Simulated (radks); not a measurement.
**Run report: Se, atomic calculation**

System: the neutral selenium atom in the configuration [Ar] 3d10 4s2 4p4.
Method: scalar-relativistic Kohn-Sham, LDA (Slater exchange, Perdew-Wang correlation), spin-unpolarised, spherical densities, finite nucleus (the in-house radial solver radks).

### Key numbers

| quantity | value |
| --- | --- |
| outcome | converged |
| total energy | −2426.7718 hartree |
| kinetic energy | 2475.4251 hartree |
| electron–nucleus energy | −5853.6731 hartree |
| Hartree energy | 1036.0550 hartree |
| exchange–correlation energy | −84.578711 hartree |
| radius at density 0.001 e/bohr³ | 4.28 bohr |
| SCF iterations | 14 |
| hardware | 1 CPU thread, shared host |

### The input
```
Z 34
configuration [Ar] 3d10 4s2 4p4 5s0 4d0 5p0
relativity scalar-relativistic
functional lda,pw
spin unpolarised
nucleus finite rms 4.14 fm
c 137.035999084
```

Energies in input and log are in hartree, lengths in bohr (the nuclear radius in fm).

### Output
```
1s      1   2.0000        -458.75868456
2s      1   2.0000         -58.97110502
2p      1   6.0000         -51.92380441
3s      1   2.0000          -7.81518003
3p      1   6.0000          -5.61172404
3d      1  10.0000          -1.96196051
4s      1   2.0000          -0.64248471
4p      1   4.0000          -0.24458259
5s      1   0.0000          -0.01695037
4d      1   0.0000           0.00019524
5p      1   0.0000           0.00011861
Etot -2426.771822700224
Ekin 2475.425052905277
Encl -5853.673139987479
Eh 1036.0549754452618
Exc -84.57871106328409
err 6.39335290701996e-09
it 14
```

### Slater integrals of the outer shells (hartree)

```
 integral   value
F0(4p,4p)  0.3953
F2(4p,4p)  0.2011
F0(4p,4s)  0.4402
G1(4p,4s)  0.2812
F0(4p,3d)  0.5251
F2(4p,3d)  0.0987
G1(4p,3d)  0.0334
G3(4p,3d)  0.0299
F0(4p,3p)  0.5276
F2(4p,3p)  0.0911
G0(4p,3p)  0.0217
G2(4p,3p)  0.0249
F0(4p,5s)  0.1676
G1(4p,5s)  0.0133
```

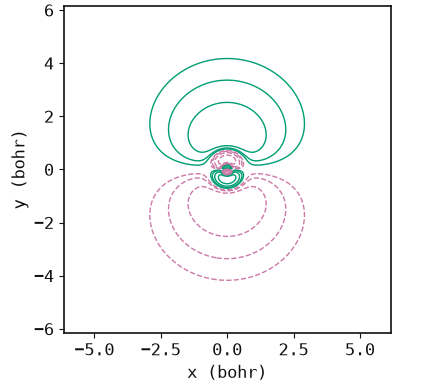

**Figure 1.** One occupied orbital is shown. In the xy plane through the nucleus, contours of ψ are drawn, solid for positive and dashed for negative values, each about twice the one before. The radial function comes from the spherical calculation and is multiplied by a real spherical harmonic; the overall sign is chosen so that the largest lobe of P(r) is positive; at the scalar-relativistic level it is the large component. It is 4p(y). It has the nodal plane xz and 2 radial nodes, at r = 0.208 and 0.739 bohr. The outermost maximum of P² lies at 1.80 bohr, ⟨r⟩ = 2.30 bohr, 90 % of the charge lies within 3.58 bohr, and the eigenvalue is −6.66 eV, with 4 electrons in the shell.

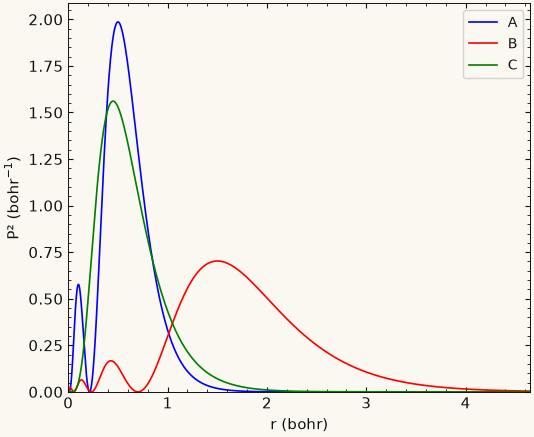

**Figure 2.** The radial probability densities P² of 3p, 3d and 4s. A is 3p; B is 4s; C is 3d. 3p: outer maximum at 0.500 bohr, ⟨r⟩ = 0.590 bohr, 1 node, eigenvalue −152.7 eV; 3d: outer maximum at 0.451 bohr, ⟨r⟩ = 0.631 bohr, 0 nodes, eigenvalue −53.4 eV; 4s: outer maximum at 1.50 bohr, ⟨r⟩ = 1.79 bohr, 3 nodes, eigenvalue −17.5 eV.

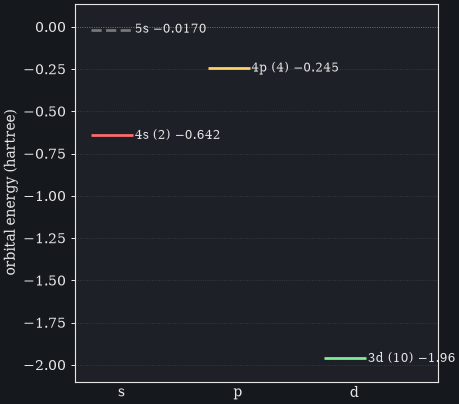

**Figure 3.** The outer levels are drawn (occupations in brackets, empty levels dashed). The highest occupied level is 4p at −0.245 hartree. From the top down the occupied levels run 4p (−0.245 hartree), 4s (−0.642 hartree), 3d (−1.96 hartree). The lowest empty level drawn is 5s at −0.0170 hartree.
